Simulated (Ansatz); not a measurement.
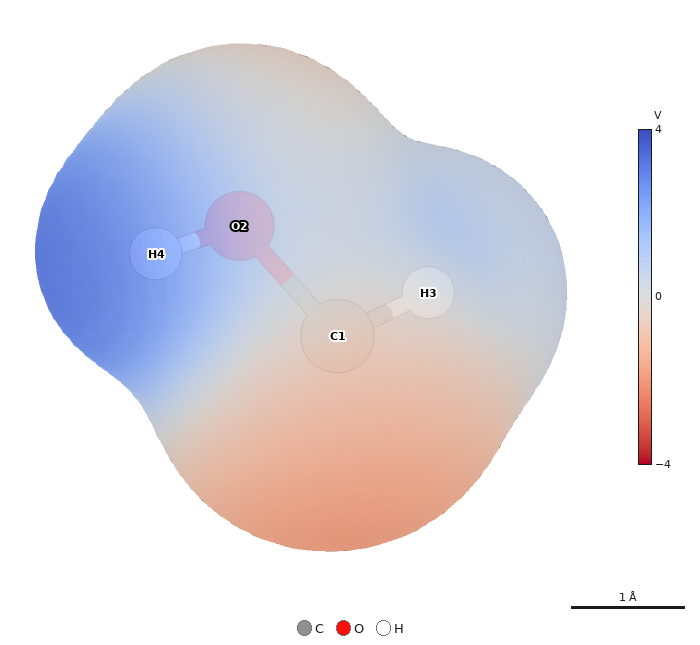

The picture shows: CH2O (SMILES [CH]O). The molecular electrostatic potential painted on the density surface at 0.002 e/bohr³, seen at a tilt; the colour scale runs from red (negative) to blue (positive).

Geometry: PBE-D3(BJ)/def2-SVP.

The calculation used isolated molecule in a Gaussian basis; Kohn-Sham density functional theory, functional PBE0 (Ansatz 0.2.0).

### Where is the surface potential most negative and most positive?

The most negative region (about −1.9 V) lies over C1, the most positive (about +3.0 V) over H4.

### What dipole moment does the calculation give?

Its dipole moment is 1.65 D.
